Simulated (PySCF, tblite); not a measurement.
# C9H6O: vibronic structure

What do calculations give for the vibronic structure of C9H6O (`O=CC1=CC2=CC=CC2=C1`)?

Computed with tblite 0.8.0 and PySCF 2.14.0 and routines of our own; the level stands in each step. Atoms count from 0.

## 1. The starting structure

16 atoms, charge 0, multiplicity 1; geometry from: force field or distance geometry start.

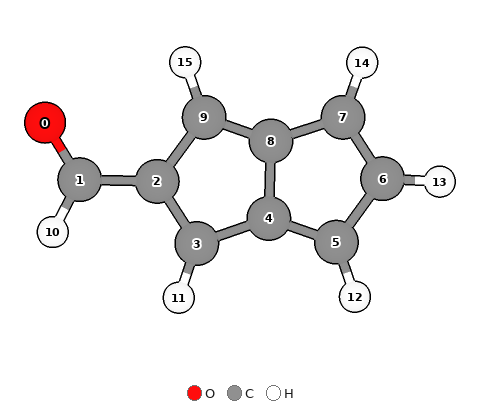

The starting geometry (oxygen red, carbon grey, hydrogen white).

## 2. Geometry optimisation with GFN2-xTB

What the job is given:

```
{"job": {"kind": "relax", "xc": "GFN2-xTB", "basis": "xTB"}, "charge": 0, "multiplicity": 1}
O      3.436700    -0.785600     1.488900
C      2.968100    -0.053300     0.603400
C      1.547600    -0.006400     0.290000
C      1.002800     0.792000    -0.681500
C     -0.394700     0.500800    -0.616600
C     -1.567900     0.817800    -1.189000
C     -2.604000     0.030700    -0.519200
C     -2.057900    -0.752400     0.446600
C     -0.662900    -0.481800     0.398300
C      0.495500    -0.797600     0.965700
H      3.618300     0.599900     0.011000
H      1.494500     1.470700    -1.332800
H     -1.747000     1.520500    -1.975100
H     -3.647600     0.084200    -0.775200
H     -2.571600    -1.435400     1.101600
H      0.682600    -1.495000     1.772400
```

Run with:

```console
$ OMP_NUM_THREADS=1 python excited_run.py task.json out
```

One launch serves the whole session: the jobs run in the order shown.

The program printed:

```text
step      E/eV     max force
  0    -715.02809    2.327
  1    -715.11231    2.258
  2    -715.15439    0.685
  3    -715.16800    0.404
  4    -715.18105    0.234
  5    -715.18699    0.215
  6    -715.19063    0.197
  7    -715.19357    0.123
  8    -715.19534    0.080
  9    -715.19599    0.068
 10    -715.19624    0.053
 11    -715.19645    0.039
 12    -715.19667    0.043
 13    -715.19679    0.032
 14    -715.19685    0.015
 15    -715.19687    0.011
 16    -715.19688    0.009
```

It took 0.12 s on 1 thread of Arm Neoverse V1, shared host.

The steps of the relaxation:

| step | energy from step 0 (eV) | largest force (eV/Å) |
| --- | --- | --- |
| 0 | 0.0000 | 2.3266 |
| 1 | -0.0842 | 2.2580 |
| 2 | -0.1263 | 0.6854 |
| 3 | -0.1399 | 0.4036 |
| 4 | -0.1530 | 0.2342 |
| 5 | -0.1589 | 0.2153 |
| 6 | -0.1625 | 0.1966 |
| 7 | -0.1655 | 0.1226 |
| 8 | -0.1672 | 0.0798 |
| 9 | -0.1679 | 0.0682 |
| 10 | -0.1681 | 0.0533 |
| 11 | -0.1684 | 0.0386 |
| 12 | -0.1686 | 0.0430 |
| 13 | -0.1687 | 0.0320 |
| 14 | -0.1688 | 0.0150 |
| 15 | -0.1688 | 0.0107 |
| 16 | -0.1688 | 0.0087 |

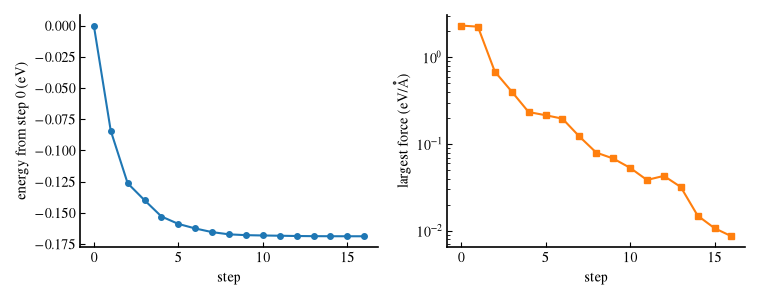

Energy and force, step by step.

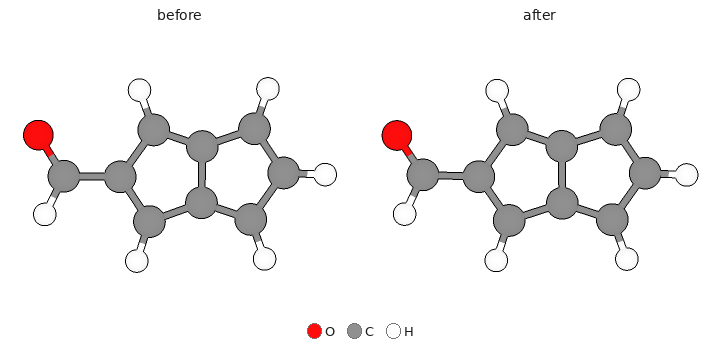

The geometry before (left) and after (right).

Close pairs (by a distance rule), those that changed most:

| bond | before (Å) | after (Å) | change (Å) |
| --- | --- | --- | --- |
| C7–C8 | 1.422 | 1.457 | +0.036 |
| O0–C1 | 1.241 | 1.210 | -0.031 |
| C8–C9 | 1.328 | 1.347 | +0.019 |
| C4–C8 | 1.438 | 1.455 | +0.018 |
| C4–C5 | 1.343 | 1.358 | +0.014 |
| C1–H10 | 1.096 | 1.110 | +0.014 |
| C3–C4 | 1.429 | 1.443 | +0.014 |
| C3–H11 | 1.061 | 1.075 | +0.013 |

The next job starts from the end point, and lists it.

## 3. Infrared spectrum with GFN2-xTB

What the job is given:

```
{"job": {"kind": "ir", "xc": "GFN2-xTB", "basis": "xTB"}, "charge": 0, "multiplicity": 1}
O      3.474852    -0.779658     1.489876
C      2.987365    -0.076632     0.633699
C      1.583246    -0.007085     0.301170
C      1.004852     0.773068    -0.660073
C     -0.413083     0.508138    -0.632444
C     -1.605679     0.824943    -1.198857
C     -2.638937     0.037420    -0.529798
C     -2.083569    -0.740364     0.425226
C     -0.649357    -0.481897     0.407944
C      0.528838    -0.802118     0.978046
H      3.621130     0.593875     0.017175
H      1.506017     1.458351    -1.318756
H     -1.803188     1.522023    -1.994582
H     -3.680743     0.094252    -0.787171
H     -2.584670    -1.425190     1.082624
H      0.745328    -1.490181     1.774510
```

The program printed:

```text
mode    cm-1     km/mol
  1      79.0      1.20
  2     157.1      7.93
  3     166.3     13.41
  4     191.8      0.87
  5     335.0      0.22
  6     404.7      1.46
  7     486.2      8.33
  8     489.9      1.95
  9     538.0      1.75
 10     645.6      0.78
 11     673.1     21.72
 12     685.7     21.43
 13     769.5     23.00
 14     788.5     22.28
 15     803.4      1.57
 16     827.6      7.75
 17     850.8      0.33
 18     867.2      0.04
 19     884.0      2.40
 20     909.6      9.73
 21     913.4      1.17
 22     997.9     49.74
 23    1069.1      0.56
 24    1103.2     42.21
 25    1118.0      9.32
 26    1137.8      5.56
 27    1204.8      3.47
 28    1259.5     15.00
 29    1272.7     61.25
 30    1328.6      1.05
 31    1372.0      2.43
 32    1473.0    317.19
 33    1539.2    105.12
 34    1611.8     73.61
 35    1632.8    126.15
 36    1712.2    484.45
 37    2740.7    166.93
 38    3122.1     15.51
 39    3138.5     19.35
 40    3139.2     18.15
 41    3145.6      5.54
 42    3155.2     28.83
```

It took 0.58 s on 1 thread of Arm Neoverse V1, shared host.

Which atoms move in the most intense modes:

| cm⁻¹ | km/mol | atoms |
| --- | --- | --- |
| 998 | 49.7 | H12 31 %, C5 20 %, C6 18 %, H13 18 % |
| 1273 | 61.2 | C2 48 %, C1 11 % |
| 1473 | 317.2 | C7 26 %, C4 19 %, C6 17 %, C3 14 % |
| 1539 | 105.1 | C2 37 %, C3 20 %, C6 18 %, C7 15 % |
| 1612 | 73.6 | C4 40 %, C5 22 %, C6 12 % |
| 1633 | 126.2 | C8 53 %, C9 31 % |
| 1712 | 484.4 | C1 59 %, O0 36 % |
| 2741 | 166.9 | H10 94 % |

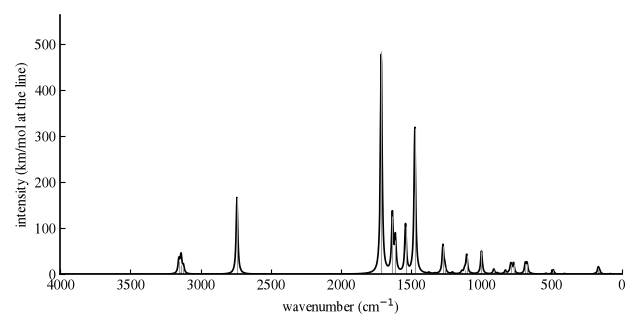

The infrared spectrum from these modes, unscaled. Lines are broadened to a width of 14 cm⁻¹ (Lorentzian).

## 4. Vibronic structure: TDDFT BHandHLYP/def2-SVP

Settings changed since step 3:

```diff
@@ -1,2 +1,2 @@
-{"job": {"kind": "ir", "xc": "GFN2-xTB", "basis": "xTB"}, "charge": 0, "multiplicity": 1}
+{"job": {"kind": "vib", "xc": "BHandHLYP", "basis": "def2-SVP", "tda": false}, "charge": 0, "multiplicity": 1}
 O      3.474852    -0.779658     1.489876
```

With the program's defaults for keys left out, this is: TDDFT BHandHLYP/def2-SVP vertical-gradient vibronic structure (displaced harmonic oscillators, Condon), gas phase.

The program printed:

```text
final grid: 66632 points
cycle   1  E = -420.9824947907  dE =  2.485e+00  |g| = 7.867e-01  |ddm| = 4.971e+00
cycle   2  E = -420.8044391899  dE =  1.781e-01  |g| = 1.270e+00  |ddm| = 3.335e+00
cycle   3  E = -421.1327215994  dE = -3.283e-01  |g| = 8.797e-02  |ddm| = 2.383e+00
cycle   4  E = -421.1343286827  dE = -1.607e-03  |g| = 6.876e-02  |ddm| = 1.957e-01
cycle   5  E = -421.1356380611  dE = -1.309e-03  |g| = 1.487e-02  |ddm| = 1.058e-01
cycle   6  E = -421.1357435814  dE = -1.055e-04  |g| = 7.953e-03  |ddm| = 3.135e-02
cycle   7  E = -421.1357829644  dE = -3.938e-05  |g| = 3.239e-03  |ddm| = 1.896e-02
cycle   8  E = -421.1358038796  dE = -2.092e-05  |g| = 2.235e-03  |ddm| = 1.938e-02
cycle   9  E = -421.1358079752  dE = -4.096e-06  |g| = 8.668e-04  |ddm| = 7.375e-03
cycle  10  E = -421.1358088031  dE = -8.279e-07  |g| = 5.421e-04  |ddm| = 4.038e-03
cycle  11  E = -421.1358089010  dE = -9.793e-08  |g| = 2.637e-04  |ddm| = 9.487e-04
cycle  12  E = -421.1358089492  dE = -4.825e-08  |g| = 6.564e-05  |ddm| = 9.963e-04
cycle  13  E = -421.1358089512  dE = -1.964e-09  |g| = 2.480e-05  |ddm| = 2.053e-04
cycle  14  E = -421.1358089514  dE = -1.662e-10  |g| = 8.846e-06  |ddm| = 6.586e-05
converged SCF energy = -421.1358089514

Singlet excitations (eV, f): 1.664 (0.0049)  3.706 (0.0001)  3.925 (0.0979)  5.128 (0.2112)  5.212 (0.0003)  5.580 (0.0000)

State S1  1.6637 eV  f = 0.00492  H->L 0.99
  relaxed dipole 4.013 D, largest gradient of the excitation energy 0.0857 Eh/bohr
  mode    cm-1        S   lambda/meV  Raman
   32   1473.0    2.5217     460.5   1.000
   12    685.7    3.4306     291.6   0.295
   22    997.9    0.5780      71.5   0.105
   30   1328.6    0.4244      69.9   0.137
   35   1632.8    0.2465      49.9   0.120
   28   1259.5    0.2513      39.2   0.073
   20    909.6    0.3124      35.2   0.047
   29   1272.7    0.1987      31.4   0.059
   27   1204.8    0.1997      29.8   0.053
   34   1611.8    0.1205      24.1   0.057
   36   1712.2    0.0431       9.1   0.023
   24   1103.2    0.0469       6.4   0.010
  reorganisation energy 1.1382 eV, total S 8.627, 0-0 0.5255 eV

State S3  3.9252 eV  f = 0.09795  H-1->L 0.92
  relaxed dipole 4.437 D, largest gradient of the excitation energy 0.0704 Eh/bohr
  mode    cm-1        S   lambda/meV  Raman
   28   1259.5    0.4365      68.2   1.000
   32   1473.0    0.2399      43.8   0.752
   27   1204.8    0.2649      39.6   0.555
   20    909.6    0.2837      32.0   0.339
   12    685.7    0.3465      29.5   0.235
   34   1611.8    0.1400      28.0   0.525
   13    769.5    0.2719      25.9   0.233
   35   1632.8    0.1275      25.8   0.491
   22    997.9    0.1308      16.2   0.188
   29   1272.7    0.0966      15.2   0.226
    6    404.7    0.2830      14.2   0.067
    8    489.9    0.2265      13.8   0.079
  reorganisation energy 0.3874 eV, total S 3.149, 0-0 3.5379 eV
  absorption maximum 3.846 eV, width 0.550 eV

State S4  5.1283 eV  f = 0.21116  H->L+1 0.63, H-3->L 0.32
  relaxed dipole 5.705 D, largest gradient of the excitation energy 0.0421 Eh/bohr
  mode    cm-1        S   lambda/meV  Raman
   32   1473.0    0.8624     157.5   1.000
   12    685.7    0.6658      56.6   0.167
   36   1712.2    0.1200      25.5   0.188
    2    157.1    0.9814      19.1   0.013
   27   1204.8    0.0736      11.0   0.057
   35   1632.8    0.0466       9.4   0.066
   31   1372.0    0.0474       8.1   0.048
   30   1328.6    0.0487       8.0   0.046
   33   1539.2    0.0219       4.2   0.028
   28   1259.5    0.0218       3.4   0.018
   22    997.9    0.0267       3.3   0.014
   20    909.6    0.0243       2.7   0.011
  reorganisation energy 0.3188 eV, total S 3.013, 0-0 4.8096 eV
  absorption maximum 5.010 eV, width 0.486 eV

State T1  0.8567 eV  f = 0.00000  H->L 0.96
  relaxed dipole 3.599 D, largest gradient of the excitation energy 0.0618 Eh/bohr
  mode    cm-1        S   lambda/meV  Raman
   32   1473.0    1.5965     291.6   1.000
   12    685.7    1.7554     149.2   0.238
   30   1328.6    0.4581      75.5   0.233
   22    997.9    0.3210      39.7   0.092
   28   1259.5    0.1242      19.4   0.057
   27   1204.8    0.1240      18.5   0.052
   29   1272.7    0.1112      17.5   0.052
   35   1632.8    0.0806      16.3   0.062
    8    489.9    0.1643      10.0   0.011
   34   1611.8    0.0417       8.3   0.031
   36   1712.2    0.0292       6.2   0.025
   11    673.1    0.0586       4.9   0.008
  reorganisation energy 0.6719 eV, total S 4.981, 0-0 0.1848 eV
```

Run time: 48 s. Hardware: 1 thread of Arm Neoverse V1, shared host; peak memory 0.92 GiB.

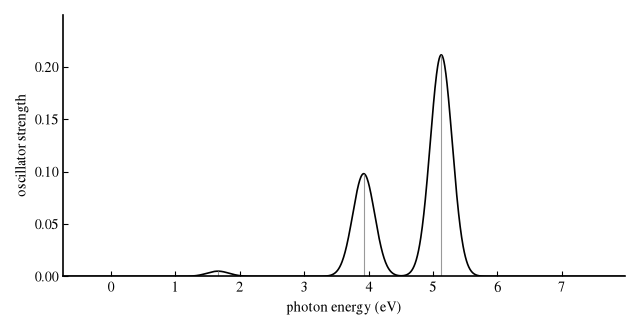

Absorption lines of the singlets. Lines are broadened to a width of 0.40 eV (Gaussian).

## 5. What came out

```
                                                                                          quantity                     value
                                                         strongest single infrared mode (GFN2-xTB)     1712 cm⁻¹, 484 km/mol
                                                                      zero-point energy (GFN2-xTB)             72.5 kcal/mol
S1: vertical, reorganisation, 0-0, total S (step 4, TDDFT BHandHLYP/def2-SVP, modes from GFN2-xTB)  1.66, 1.14, 0.53 eV; 8.6
S3: vertical, reorganisation, 0-0, total S (step 4, TDDFT BHandHLYP/def2-SVP, modes from GFN2-xTB)  3.93, 0.39, 3.54 eV; 3.1
S4: vertical, reorganisation, 0-0, total S (step 4, TDDFT BHandHLYP/def2-SVP, modes from GFN2-xTB)  5.13, 0.32, 4.81 eV; 3.0
```

All 42 modes are real, so the xTB geometry is a minimum. The strongest single mode, at 1712 cm⁻¹, moves mainly C1 and O0. GFN2-xTB is a fitted tight-binding method: band positions and strengths are rough. Its intensities can rank the bands wrongly. In step 4 the harmonic model is doubtful. The vibronic model keeps the ground-state modes (from xTB) and shifts them along the gradient alone, so it can miss much of the relaxation that a full optimisation finds.
